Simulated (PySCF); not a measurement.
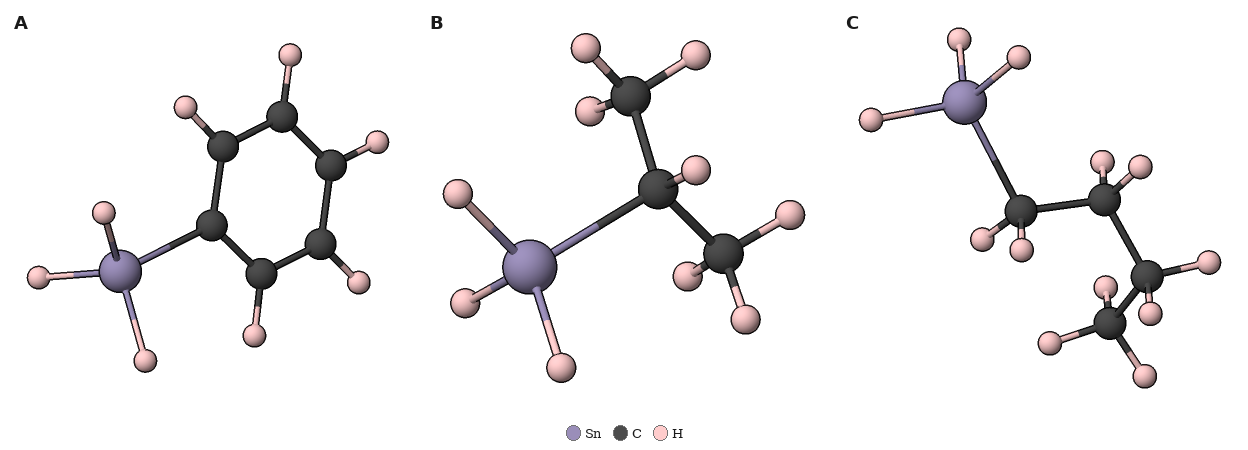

Source: calculation with PySCF.

**Match each picture to its SMILES.**
(1) CCC[CH2][SnH3]
(2) [SnH3][c]1ccccc1
(3) C[CH](C)[SnH3]

A is (2), B is (3), C is (1).
